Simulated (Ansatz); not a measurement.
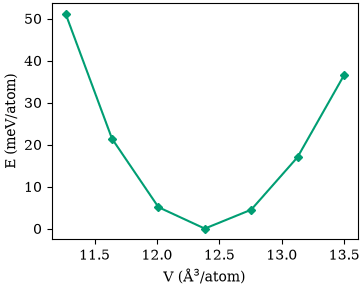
Figure: Si2Ni in space group P-3m1 (No. 164; Ni on 1a, Si on 2d) under volume change, PBEsol (plane waves, PAW; program Ansatz), shape and atoms relaxed at each volume.

Question: What does a third-order Birch–Murnaghan fit give for V₀, B₀ and B′?

Answer: V₀ = 12.38 Å³/atom, B₀ = 137 GPa, B′ = 4.5.

The start of the workflow was typed in or built on a structure type; neither database checked (COD, Materials Project) lists it. It is not the phase usual at ambient conditions (space group No. 225). The PBEsol relaxation kept the symmetry of its start; its stability against distortions is not shown here. The workflow began spin-polarised and lost its moments. The volume moved by -27 % from the start of the relaxation.

Potentials: the earlier of the program's two PAW sets. The files were generated under PBE; for other functionals the program regenerates the frozen cores, and for LDA and PBEsol the local potential too.
